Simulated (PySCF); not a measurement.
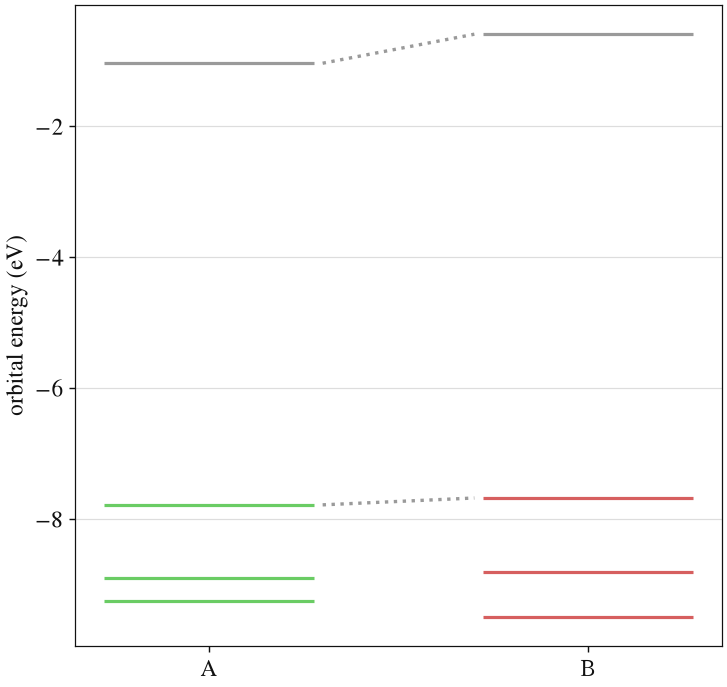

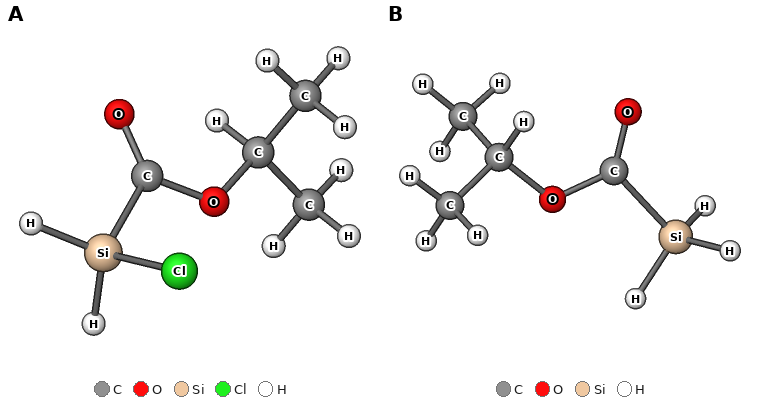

Related molecules: A is C₄H₉ClO₂Si, SMILES CC(C)OC(=O)[SiH2]Cl; B is C₄H₁₀O₂Si, SMILES CC(C)OC(=O)[SiH3]. Frontier orbital energies, PBE0/def2-SVPD, PySCF 2.14.0, at a GFN2-xTB geometry (no frequency check); drawn are at most three filled levels and, in grey, the LUMO with any level within 0.03 eV of it; dotted lines join the HOMOs and the LUMOs.

What does the change do to the frontier levels?

From A to B the HOMO rises by 0.10 eV and the LUMO rises by 0.44 eV, so the separation goes from 6.75 to 7.09 eV.

Caveats, for all or some of the runs: one conformer of a flexible molecule; the tight-binding geometry is rougher than a DFT one and adds to the error.
